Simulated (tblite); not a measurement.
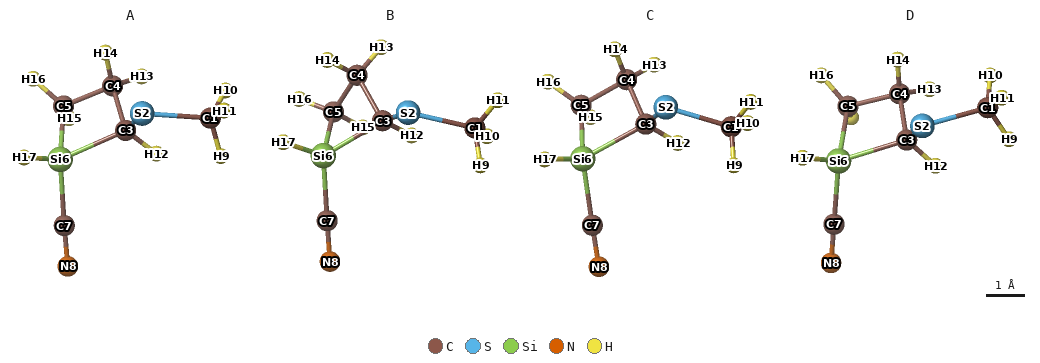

4 geometries from one relaxation of C₅H₉NSSi, in shuffled order. Style: ball-and-stick. Shown at a tilt.

These are results of tblite, GFN2-xTB geometry optimisation, gas phase, not measurements. 

**Put them in the order of the run, from the start to the converged end.**

B, C, A, D. They are steps 0, 39, 123, 190, at +1.184 eV, +0.099 eV, +0.035 eV relative to the last. H10 moves most after the best rigid fit: 1.72 Å. Largest moves by element: H 1.72 Å, C 0.79 Å, N 0.69 Å, S 0.44 Å, Si 0.20 Å. Some distances before and after: C3–Si6 1.834 → 1.921 Å, C1–H9 1.143 → 1.087 Å, Si6–C7 1.812 → 1.866 Å, S2–C3 1.770 → 1.818 Å. Bond angles that change, for instance: C3–C4–C5 86.8° → 100.1°, C1–S2–C3 109.7° → 99.5°, C7–Si6–H17 117.5° → 109.1°. Groups turn about C1–S2 by about 50°, S2–C3 by about 50°, C3–C4 by about 40°. The energy falls by 1.184 eV in 190 geometry steps. The run took 1.3 s on 1 thread of Intel(R) Xeon(R) 6975P-C, on a shared host.
